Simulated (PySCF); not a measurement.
# BHLYP/cc-pVDZ run of BBrCl2 (bromodichloroborane)

What is the vertical singlet–triplet gap of BBrCl2 (bromodichloroborane) at BHLYP/cc-pVDZ? 

The results are computed with PySCF 2.14.0.

2 further runs of the same task are left out: 2 set aside as unsound or not needed.

**1. The molecule**

BBrCl2: 4 atoms, total charge 0, spin state singlet. SMILES: `ClB(Cl)Br`. Geometry: relaxed at PBE0-D4/def2-TZVP.

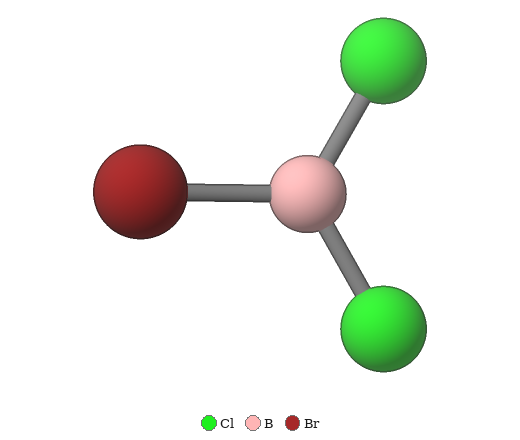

The structure, seen from a chosen angle (chlorine green, boron pink, bromine red).

**2. The energy at BHLYP/cc-pVDZ**

Input file run.py:

```python
# ClB(Cl)Br
from pyscf import gto, dft

molecule = gto.M(
    atom=[
    ('Cl', (0.582100, 0.666000, 1.510800)),
    ('B', (0.037200, -0.038100, 0.022100)),
    ('Cl', (0.444300, -1.679200, -0.365600)),
    ('Br', (-1.008100, 0.991100, -1.187600)),
],
    verbose=4,
    max_memory=1860,
    basis='cc-pvdz',
    spin=0,
)

calc0 = dft.RKS(molecule, xc='bhandhlyp')
calc0.grids.level = 5
calc0.conv_tol = 1e-10
calc0.kernel()
if not calc0.converged:
    calc0 = calc0.newton().run(calc0.mo_coeff, calc0.mo_occ)

etot = calc0.e_tot
print('Final energy', etot)
```

Command:

```console
OMP_NUM_THREADS=1 python run.py
```

Standard output:

```text
PySCF version 2.14.0

[INPUT] num. atoms = 4
[INPUT] num. electrons = 74
[INPUT] charge = 0
[INPUT] spin (= nelec alpha-beta = 2S) = 0
[INPUT] symmetry False subgroup None
[INPUT] Mole.unit = angstrom
[INPUT] Symbol           X                Y                Z      unit          X                Y                Z       unit  Magmom
[INPUT]  1 Cl     0.582100000000   0.666000000000   1.510800000000 AA    1.100009577109   1.258557598960   2.854998228993 Bohr   0.0
[INPUT]  2 B      0.037200000000  -0.038100000000   0.022100000000 AA    0.070297811834  -0.071998565346   0.041762947353 Bohr   0.0
[INPUT]  3 Cl     0.444300000000  -1.679200000000  -0.365600000000 AA    0.839605317144  -3.173228108370  -0.690883871141 Bohr   0.0
[INPUT]  4 Br    -1.008100000000   0.991100000000  -1.187600000000 AA   -1.905032906174   1.872907562056  -2.244238745533 Bohr   0.0

nuclear repulsion = 351.409229285603
number of shells = 21
number of NR pGTOs = 185
number of NR cGTOs = 77
basis = cc-pvdz
ecp = {}

******** <class 'pyscf.dft.rks.RKS'> ********
method = RKS
initial guess = minao
damping factor = 0
level_shift factor = 0
DIIS = <class 'pyscf.scf.diis.CDIIS'>
diis_start_cycle = 1
diis_space = 8
diis_damp = 0
SCF conv_tol = 1e-10
SCF conv_tol_grad = None
SCF max_cycles = 50
direct_scf = True
direct_scf_tol = 1e-13
XC library pyscf.dft.libxc version 7.0.0
    S. Lehtola, C. Steigemann, M. J.T. Oliveira, and M. A.L. Marques.,  SoftwareX 7, 1–5 (2018)
XC functionals = bhandhlyp
    Defined through Gaussian implementation.
radial grids:
    Treutler-Ahlrichs [JCP 102, 346 (1995); DOI:10.1063/1.469408] (M4) radial grids

becke partition: Becke, JCP 88, 2547 (1988); DOI:10.1063/1.454033
pruning grids: <function nwchem_prune>
grids dens level: 5
symmetrized grids: False
atomic radii adjust function: <function treutler_atomic_radii_adjust>
small_rho_cutoff = 0
Set gradient conv threshold to 1e-05
Initial guess from minao.
tot grids = 173992
init E= -3518.99425900254
  HOMO = -0.353076688098702  LUMO = -0.0371126344782025  gap/eV = 8.59782
cycle= 1 E= -3519.43807794064  delta_E= -0.444  |g|= 0.383  |ddm|= 1.79
  HOMO = -0.35817014367597  LUMO = -0.0795729071815225  gap/eV = 7.58102
cycle= 2 E= -3519.427676236  delta_E= 0.0104  |g|= 0.456  |ddm|= 0.691
  HOMO = -0.355440434208625  LUMO = -0.0192503027171518  gap/eV = 9.14820
cycle= 3 E= -3519.48587247744  delta_E= -0.0582  |g|= 0.0196  |ddm|= 0.36
  HOMO = -0.35789114044428  LUMO = -0.0209699228856843  gap/eV = 9.16809
cycle= 4 E= -3519.48601312585  delta_E= -0.000141  |g|= 0.0081  |ddm|= 0.0283
  HOMO = -0.357607092392883  LUMO = -0.0195546626945982  gap/eV = 9.19888
cycle= 5 E= -3519.4860338549  delta_E= -2.07e-05  |g|= 0.00131  |ddm|= 0.0104
  HOMO = -0.357372366048708  LUMO = -0.0197143465307736  gap/eV = 9.18814
cycle= 6 E= -3519.48603442802  delta_E= -5.73e-07  |g|= 0.000374  |ddm|= 0.00189
  HOMO = -0.357458653139246  LUMO = -0.0197600489307344  gap/eV = 9.18925
cycle= 7 E= -3519.48603446905  delta_E= -4.1e-08  |g|= 3.5e-05  |ddm|= 0.00044
  HOMO = -0.357454985489584  LUMO = -0.0197512116792635  gap/eV = 9.18939
cycle= 8 E= -3519.48603446991  delta_E= -8.61e-10  |g|= 6.01e-06  |ddm|= 7.37e-05
  HOMO = -0.35745502413729  LUMO = -0.0197504897568146  gap/eV = 9.18941
cycle= 9 E= -3519.48603446994  delta_E= -2.91e-11  |g|= 1.79e-06  |ddm|= 1.41e-05
  HOMO = -0.357454862166067  LUMO = -0.0197507177993366  gap/eV = 9.18940
Extra cycle  E= -3519.48603446994  delta_E= 5.46e-12  |g|= 1.14e-06  |ddm|= 2.64e-06
converged SCF energy = -3519.48603446994
Final energy -3519.486034469936
```

It took 14 s on 1 thread of Arm Neoverse V1, shared host; peak memory 0.41 GiB.

**3. The triplet at the same level**

Input file calc.py:

```python
from pyscf import gto, dft

mol = gto.Mole()
mol.atom = 'Cl 0.582100 0.666000 1.510800; B 0.037200 -0.038100 0.022100; Cl 0.444300 -1.679200 -0.365600; Br -1.008100 0.991100 -1.187600'
mol.basis = 'cc-pvdz'
mol.spin = 2
mol.max_memory = 1860
mol.verbose = 3
mol.build()

mf = dft.UKS(mol)
mf.xc = 'bhandhlyp'
mf.conv_tol = 1e-10
mf.grids.level = 5
mf.kernel()
if not mf.converged:
    mf = mf.newton().run(mf.mo_coeff, mf.mo_occ)

energy = mf.e_tot
print('E(%s) = %.9f' % ('BHLYP', energy))
```

Command:

```console
OMP_NUM_THREADS=1 python calc.py
```

Standard output:

```text
WARN: HOMO -0.0371126344781973 >= LUMO -0.353076688098703

WARN: HOMO -0.162489894772734 >= LUMO -0.262112386207752

WARN: HOMO -0.156494895073521 >= LUMO -0.244551756150115

WARN: HOMO -0.156916254544712 >= LUMO -0.237650414828089

WARN: HOMO -0.161116931518708 >= LUMO -0.237760115697336

WARN: HOMO -0.161128534546819 >= LUMO -0.238127400324888

WARN: HOMO -0.161207997945612 >= LUMO -0.237926631508757

WARN: HOMO -0.161212549281846 >= LUMO -0.237897084900591

WARN: HOMO -0.161212807395166 >= LUMO -0.237927406917042

WARN: HOMO -0.161187914456833 >= LUMO -0.237926628487288

WARN: HOMO -0.161180394569248 >= LUMO -0.237931509082034

WARN: HOMO -0.161175537701529 >= LUMO -0.237932898502602

WARN: HOMO -0.161175689855474 >= LUMO -0.237932700101265

WARN: HOMO -0.161175951684317 >= LUMO -0.237932715586979

converged SCF energy = -3519.27953516963  <S^2> = 2.011226  2S+1 = 3.0074747
E(BHLYP) = -3519.279535170
```

Run time: 30 s. Hardware: 1 thread of Arm Neoverse V1, shared host; peak memory 0.42 GiB.

**4. Results**

Level: BHLYP/cc-pVDZ.

| quantity | value |
| --- | --- |
| singlet: total energy | -3519.48603 Eh |
| singlet: dipole moment | 0.00 D |
| singlet: HOMO energy | -9.73 eV |
| singlet: LUMO energy | -0.54 eV |
| singlet: HOMO–LUMO gap | 9.19 eV |
| triplet: total energy | -3519.27954 Eh |
| triplet: dipole moment | 2.38 D |
| triplet: HOMO energy (highest over α and β) | -4.39 eV |
| triplet: ⟨S²⟩ | 2.011 |
| vertical energy of the triplet above the singlet | 5.619 eV |

In words: At this shape the triplet lies 5.62 eV (130 kcal/mol) above the singlet. Mulliken charges (triplet) run from -0.16 on B2 to +0.23 on Br4; they depend strongly on the basis.
